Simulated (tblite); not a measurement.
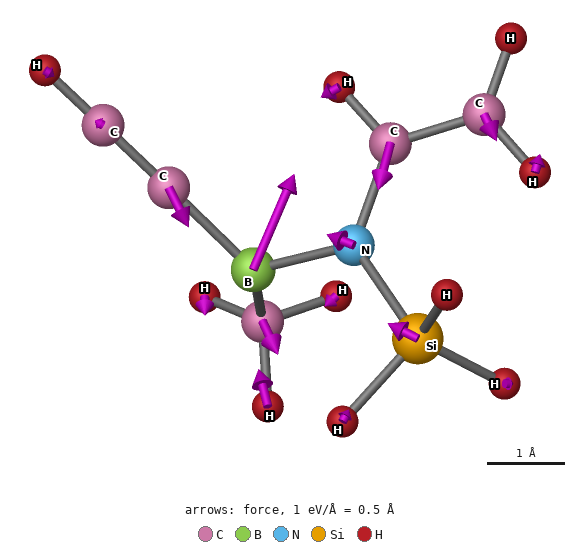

Starting geometry of C5H10BNSi with the computed forces as purple arrows. Style: ball-and-stick. Shown at a tilt.

Computed with GFN2-xTB geometry optimisation, gas phase in tblite 0.8.0. 

**Is this structure relaxed? If not, where do the atoms go?**

It isn't relaxed: the largest force vector, on the B atom, is 2.78 eV/Å. The final displacements have little in common with the starting forces (cosine between the two patterns 0.16). An H atom moves most after the best rigid fit: 1.39 Å. Largest moves by element: H 1.39 Å, C 0.99 Å, Si 0.78 Å, B 0.36 Å, N 0.17 Å. Among the contacts that change: B–N 1.530 → 1.421 Å, B–C 1.560 → 1.520 Å, C–H 1.125 → 1.090 Å, C–N 1.432 → 1.397 Å. Among the angles between lasting bonds that change: Si–N–C 124.3° → 117.6°, H–C–H 113.5° → 106.9°, C–B–N 115.6° → 122.3°. The energy falls by 0.957 eV in 151 geometry steps. Cost: 1.9 s on 1 thread of Arm Neoverse N1, on a shared host.
